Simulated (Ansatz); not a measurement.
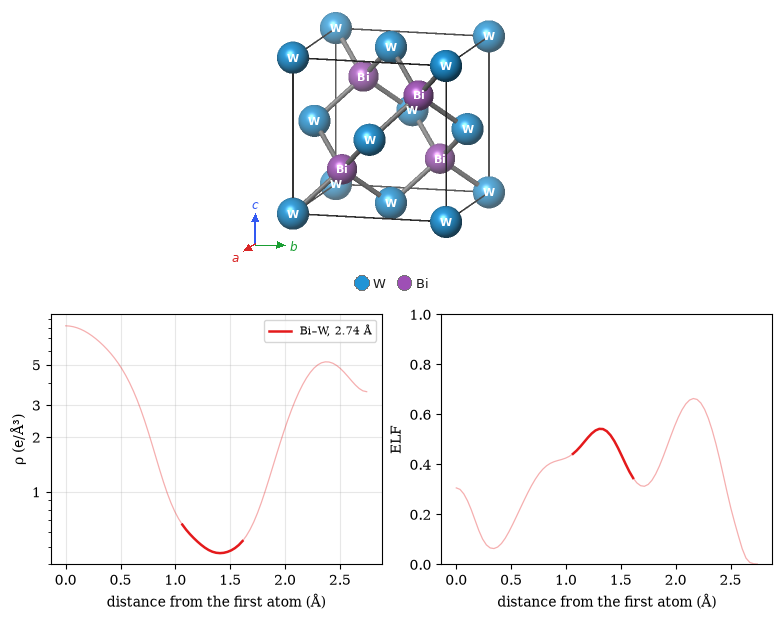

Figure 1: BiW. Valence pseudo-density and electron localisation function along straight lines between neighbouring atoms. Thin, pale parts lie inside the atomic spheres. The structure is drawn too.

Space group F-43m; started from the zincblende prototype, which need not be the ambient phase; computed without spin polarisation.

The calculation used DFT r2SCAN, scalar-relativistic, plane waves, PAW (Ansatz).

In a PAW calculation such maps are meaningful between the atoms, not at the nuclei.

What can be read from the curves?

Answer. Bi–W (2.74 Å): the density is about 0.46 e/Å³ at the midpoint; the ELF reaches about 0.55 near the midpoint.
